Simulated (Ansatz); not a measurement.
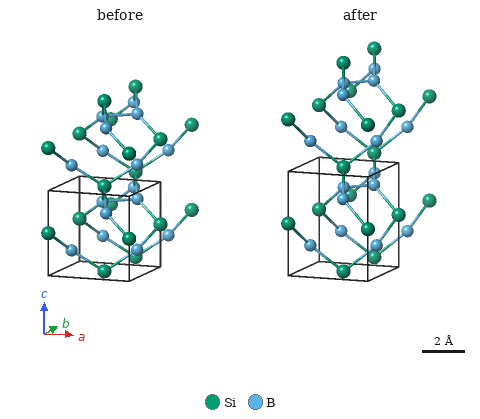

The structure of crystalline SiB2 (a generated structure, set up in P-4n2) (coarse preliminary run) before (left) and after (right) a relaxation, at one scale.

Style: ball-and-stick. Shown: the cell of the calculation, repeated 1 × 2 × 2 with one cell outlined, slightly off an axis.

The calculation used DFT PBE, scalar-relativistic, plane waves, PAW in Ansatz 0.2.0. Set-up: plane-wave cutoff 420 eV; k-point mesh 4 × 4 × 4; occupations gaussian; smearing width 0.1 eV; no spin polarisation; cell and atoms relaxed; force threshold 0.04 eV/Å; at most 70 steps.

Summarise the run.

The energy falls by 2.204 eV per cell of the calculation in 7 accepted moves (9 points after the start). The largest force component goes from 2.3 to 0.012 eV/Å. Pressure: 22.24 GPa at the start and 0.06 GPa at the end. At 2 points the geometry stayed and the basis and grid were re-selected for the new cell (energy shift of 51.7 meV per cell of the calculation at most each time). The largest moves relative to the cell, 0.10 Å, are those of B atoms. Si stays in place. The volume changes by +18.7 %, with a = b 4.139 → 4.074 Å (−1.6 %), c 4.127 → 5.056 Å (+22.5 %). Some distances before and after: B–B 1.813 → 1.578 Å, B–Si 1.875 → 2.024 Å. Among the angles between lasting bonds that change: B–Si–B 113.2° → 102.7°, B–Si–B 107.6° → 112.9°, Si–B–Si 145.5° → 142.4°. The space group stays P-4n2 (No. 118). Cost: 26 s on 1 thread of Arm Neoverse V1, on a shared host, peak memory 0.34 GiB.

Limits of the set-up: the k-point mesh is coarse for a cell with partly filled bands.
